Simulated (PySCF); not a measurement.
# AlClO (SMILES [O]=[Al][Cl]) at B3LYP/STO-3G

Aim: the vertical singlet–triplet gap of AlClO at B3LYP/STO-3G, from 2 runs. The job is set up through a Python script.

The results are computed with PySCF 2.14.0.

7 further runs of the same task are left out: 7 set aside as unsound or not needed.

## Step 1: The system as given

The species is AlClO (3 atoms), meant as a singlet with charge 0. As SMILES, `[O]=[Al][Cl]`. Geometry: a GFN2-xTB relaxation, a rough one for these elements and not checked as a minimum.

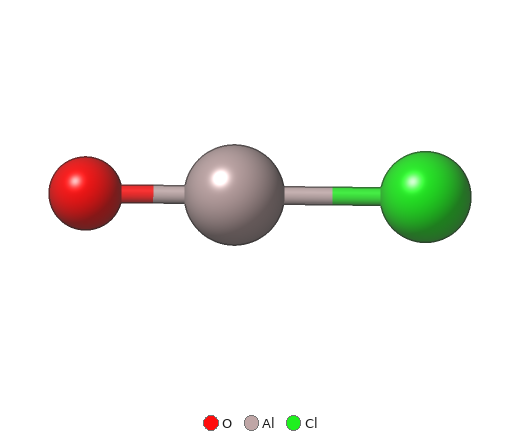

Viewed from a chosen angle; oxygen red, aluminium light grey, chlorine green.

## Step 2: The energy at B3LYP/STO-3G

input.py

```python
from pyscf import gto, dft

mol = gto.M(
    atom='''
O      0.107470     1.694260     0.245960
Al     0.009340     0.147220     0.021380
Cl    -0.116820    -1.841490    -0.267330
''',
    spin=0,
    charge=0,
    basis='sto-3g',
    verbose=4,
    max_memory=1860,
)

mf = dft.RKS(mol, xc='b3lyp')
mf.grids.level = 5
mf.conv_tol = 1e-10
mf.kernel()
if not mf.converged:
    mf = mf.newton().run(mf.mo_coeff, mf.mo_occ)

e_tot = mf.e_tot
print('Final energy', e_tot)
```

Run with:

```console
$ OMP_NUM_THREADS=1 python input.py
```

What it wrote:

```text
PySCF version 2.14.0

[INPUT] num. atoms = 3
[INPUT] num. electrons = 38
[INPUT] charge = 0
[INPUT] spin (= nelec alpha-beta = 2S) = 0
[INPUT] symmetry False subgroup None
[INPUT] Mole.unit = angstrom
[INPUT] Symbol           X                Y                Z      unit          X                Y                Z       unit  Magmom
[INPUT]  1 O      0.107470000000   1.694260000000   0.245960000000 AA    0.203088866607   3.201687383806   0.464797037598 Bohr   0.0
[INPUT]  2 Al     0.009340000000   0.147220000000   0.021380000000 AA    0.017650042003   0.278205480058   0.040402344543 Bohr   0.0
[INPUT]  3 Cl    -0.116820000000  -1.841490000000  -0.267330000000 AA   -0.220757805872  -3.479911761125  -0.505180484880 Bohr   0.0

nuclear repulsion = 113.321164840881
number of shells = 13
number of NR pGTOs = 69
number of NR cGTOs = 23
basis = sto-3g
ecp = {}

******** <class 'pyscf.dft.rks.RKS'> ********
method = RKS
initial guess = minao
damping factor = 0
level_shift factor = 0
DIIS = <class 'pyscf.scf.diis.CDIIS'>
diis_start_cycle = 1
diis_space = 8
diis_damp = 0
SCF conv_tol = 1e-10
SCF conv_tol_grad = None
SCF max_cycles = 50
direct_scf = True
direct_scf_tol = 1e-13
XC library pyscf.dft.libxc version 7.0.0
    S. Lehtola, C. Steigemann, M. J.T. Oliveira, and M. A.L. Marques.,  SoftwareX 7, 1–5 (2018)
XC functionals = b3lyp
    P. J. Stephens, F. J. Devlin, C. F. Chabalowski, and M. J. Frisch.,  J. Phys. Chem. 98, 11623 (1994)
radial grids:
    Treutler-Ahlrichs [JCP 102, 346 (1995); DOI:10.1063/1.469408] (M4) radial grids

becke partition: Becke, JCP 88, 2547 (1988); DOI:10.1063/1.454033
pruning grids: <function nwchem_prune>
grids dens level: 5
symmetrized grids: False
atomic radii adjust function: <function treutler_atomic_radii_adjust>
small_rho_cutoff = 0
Set gradient conv threshold to 1e-05
Initial guess from minao.
tot grids = 129080
init E= -768.624188128004
  HOMO = -0.427825339850166  LUMO = -0.0799965805430806  gap/eV = 9.46490
cycle= 1 E= -768.476446950642  delta_E= 0.148  |g|= 0.871  |ddm|=  2.6
  HOMO = -0.0236618171171342  LUMO = 0.25959144948381  gap/eV = 7.70771
cycle= 2 E= -762.382078320855  delta_E= 6.09  |g|= 3.49  |ddm|= 6.05
  HOMO = -0.114691265169169  LUMO = 0.0880798418839911  gap/eV = 5.51768
cycle= 3 E= -768.867596829362  delta_E= -6.49  |g|= 0.227  |ddm|= 5.13
  HOMO = -0.095046138472546  LUMO = 0.0987106475485985  gap/eV = 5.27239
cycle= 4 E= -768.865136183301  delta_E= 0.00246  |g|= 0.258  |ddm|= 0.493
  HOMO = -0.107132784791634  LUMO = 0.0931734150293817  gap/eV = 5.45061
cycle= 5 E= -768.868716687571  delta_E= -0.00358  |g|= 0.241  |ddm|= 0.0882
  HOMO = -0.106784403294502  LUMO = 0.0930173159127686  gap/eV = 5.43688
cycle= 6 E= -768.867585335599  delta_E= 0.00113  |g|= 0.248  |ddm|= 0.00905
  HOMO = -0.128183255501722  LUMO = 0.089591701562475  gap/eV = 5.92596
cycle= 7 E= -768.886268743553  delta_E= -0.0187  |g|= 0.0237  |ddm|= 0.274
  HOMO = -0.130729444788796  LUMO = 0.0892689036405866  gap/eV = 5.98646
cycle= 8 E= -768.886450208697  delta_E= -0.000181  |g|= 0.00212  |ddm|= 0.0286
  HOMO = -0.130962121013274  LUMO = 0.0892274071057606  gap/eV = 5.99166
cycle= 9 E= -768.886451639715  delta_E= -1.43e-06  |g|= 0.000224  |ddm|= 0.00254
  HOMO = -0.13098628023523  LUMO = 0.0892240135624163  gap/eV = 5.99223
cycle= 10 E= -768.886451656076  delta_E= -1.64e-08  |g|= 7.62e-06  |ddm|= 0.000322
  HOMO = -0.13098537633011  LUMO = 0.0892241652931599  gap/eV = 5.99221
cycle= 11 E= -768.886451656093  delta_E= -1.78e-11  |g|= 5.29e-07  |ddm|= 1.03e-05
  HOMO = -0.130985644936049  LUMO = 0.0892241210958499  gap/eV = 5.99221
Extra cycle  E= -768.886451656093  delta_E= 9.09e-13  |g|= 1.83e-06  |ddm|= 3.13e-06
converged SCF energy = -768.886451656093
Final energy -768.8864516560925
```

Run time: 3.3 s. Hardware: 1 thread of Arm Neoverse V1, shared host; peak memory 0.21 GiB.

## Step 3: The triplet, same level

job.py

```python
from pyscf import gto, dft

mol = gto.M(
    atom='''
O      0.203089     3.201687     0.464797
Al     0.017650     0.278205     0.040402
Cl    -0.220758    -3.479912    -0.505180
''',
    verbose=3,
    spin=2,
    max_memory=1860,
    unit='bohr',
    basis='sto-3g',
)

mf = dft.UKS(mol, xc='b3lyp')
mf.grids.level = 5
mf.conv_tol = 1e-10
mf.kernel()
if not mf.converged:
    mf = mf.newton().run(mf.mo_coeff, mf.mo_occ)

etot = mf.e_tot
print('E(%s) = %.9f' % ('B3LYP', etot))
```

Run with:

```console
$ OMP_NUM_THREADS=1 python job.py
```

What it wrote:

```text
WARN: HOMO -0.0799965566663778 >= LUMO -0.427825320591463

WARN: HOMO 0.0261015901416135 >= LUMO 0.0236785876777584

WARN: HOMO 0.00719504966501572 >= LUMO -0.053160373382623

WARN: HOMO 0.0137708589615466 >= LUMO -0.0303614080078998

WARN: HOMO 0.0106102881558063 >= LUMO -0.0408674814515289

WARN: HOMO 0.0105861919714784 >= LUMO -0.0393116869861584

WARN: HOMO 0.0105643461393835 >= LUMO -0.0392528184951549

WARN: HOMO 0.0105671681856111 >= LUMO -0.0392783633370087

WARN: HOMO 0.0105683543172768 >= LUMO -0.0392784515172138

WARN: HOMO 0.0105684205634416 >= LUMO -0.0392778758976534

WARN: HOMO 0.0105684364478694 >= LUMO -0.0392779305334505

converged SCF energy = -768.754270034283  <S^2> = 2.0015345  2S+1 = 3.0010228
E(B3LYP) = -768.754270034
```

It took 4.8 s on 1 thread of Arm Neoverse V1, shared host; peak memory 0.22 GiB.

## Step 4: What came out

At B3LYP/STO-3G:

```
                                        quantity          value
                           singlet: total energy  -768.88645 Eh
                          singlet: dipole moment         0.18 D
                            singlet: HOMO energy       -3.56 eV
                            singlet: LUMO energy        2.43 eV
                          singlet: HOMO–LUMO gap        5.99 eV
                           triplet: total energy  -768.75427 Eh
                          triplet: dipole moment         2.61 D
     triplet: HOMO energy (highest over α and β)        0.29 eV
                                   triplet: ⟨S²⟩          2.002
vertical energy of the triplet above the singlet       3.597 eV
```

In words: At this shape the triplet lies 3.60 eV (347 kJ/mol) above the singlet. In a minimal basis such a difference can be off by several eV, whatever the method. Mulliken charges (singlet) run from -0.41 on Cl3 to +0.80 on Al2. Mulliken charges (triplet) run from -0.46 on Cl3 to +0.73 on Al2; they depend strongly on the basis.
